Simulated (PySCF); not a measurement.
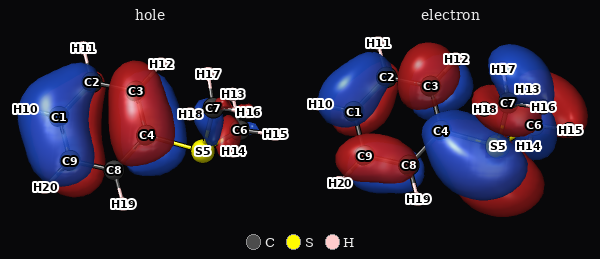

Figure 1: C8H11S, charge +1, SMILES `c1ccc([S+](C)C)cc1`. Leading natural transition orbital pair of S₂ (TDA singlet states); the surfaces enclose about 85 % of each orbital's density.

Level of theory: B3LYP/6-31G* (PySCF), at a geometry from GFN2-xTB. No frequency check shows the geometry to be a minimum. GFN2-xTB bond lengths at metals and heavier atoms can be off by up to 0.1 Å and shapes distorted, which carries into these values. Without diffuse functions Rydberg states are missing, so the states' numbers hold for this basis only.

### Give its energy and the atoms that hole and electron lie on.

5.72 eV (217 nm), f = 0.124 (bright); the leading pair carries 90 %; hole on C1 (24 %), C4 (20 %) and C9 (19 %), electron on S5 (32 %), C3, C6 and C7 (10 % each) and C1 and C4 (7 % each); their centroids lie 2.0 Å apart. In canonical orbitals it is mainly HOMO−1 → LUMO (74 %). The HOMO–LUMO gap is 5.91 eV.
